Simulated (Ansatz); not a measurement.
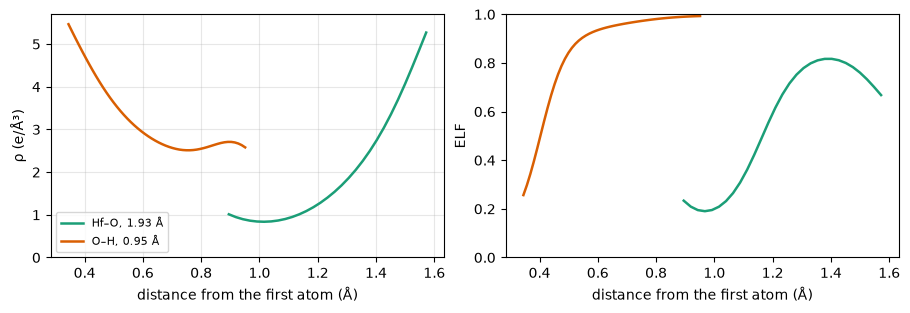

Figure. H₄HfO₄ (SMILES [OH][Hf]([OH])([OH])[OH]). Electron density and electron localisation function along straight lines between neighbouring atoms. The curves leave out the atomic cores.

Geometry: PBE0-D4/def2-TZVP; core potentials replace the inner electrons of Hf.

Level of theory: Ansatz 0.2.0, RKS PBE0-D4/def2-TZVPP.

```yaml
atoms:
  - { symbol: O, position_ang: [-0.5414, 0.8151, -1.6692] }
  - { symbol: Hf, position_ang: [0.0000, 0.0000, 0.0000] }
  - { symbol: O, position_ang: [1.8968, -0.3776, -0.0568] }
  - { symbol: O, position_ang: [-0.9743, -1.6502, 0.2673] }
  - { symbol: O, position_ang: [-0.3812, 1.2128, 1.4587] }
  - { symbol: H, position_ang: [-1.0247, 1.4197, -2.2216] }
  - { symbol: H, position_ang: [2.7905, -0.2807, -0.3668] }
  - { symbol: H, position_ang: [-1.1023, -2.5923, 0.2541] }
  - { symbol: H, position_ang: [-0.6634, 1.4531, 2.3343] }
```

What can be read from the curves?

Answer. Hf–O (1.93 Å): ρ at the midpoint is about 0.86 e/Å³; the ELF peaks at about 0.80 in the valence shell of O, 0.5 Å from its nucleus, and drops to about 0.20 between the two atoms.
O–H (0.95 Å): the density is about 3.9 e/Å³ at the midpoint; the ELF climbs to about 1 towards the hydrogen, as it does in any bond to H (a covalent bond by its length).
